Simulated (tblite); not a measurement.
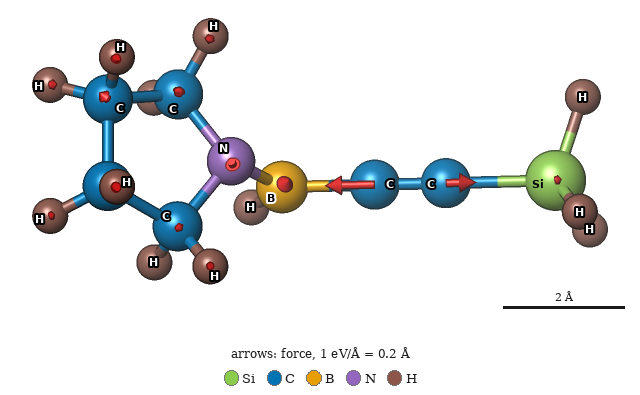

Starting geometry of C$_{6}$H$_{12}$BNSi with the computed forces as red arrows. A ball-and-stick model, seen at a tilt.

All numbers below come from GFN2-xTB geometry optimisation, gas phase (tblite). 

Q: What follows when this structure is relaxed?

A: It isn't relaxed: the largest force vector, on a C atom, is 4.20 eV/Å. The final displacements have little in common with the starting forces (cosine between the two patterns 0.04). After 188 geometry steps the energy has fallen by 1.554 eV. The atom that moves furthest after the best rigid fit is an H atom (2.18 Å). By element the largest moves are H 2.18 Å, B 1.16 Å, C 1.10 Å, Si 0.84 Å, N 0.73 Å. Among the contacts that change: B–N 1.548 → 1.382 Å, B–C 1.548 → 1.519 Å, C–C 1.186 → 1.213 Å, C–H 1.124 → 1.098 Å. Bond angles that change, for instance: B–N–C 111.5° → 125.0°, C–N–C 105.3° → 109.7°, C–C–H 109.1° → 112.9°. Groups turn about C–C by about 55°, C–C by about 40°.
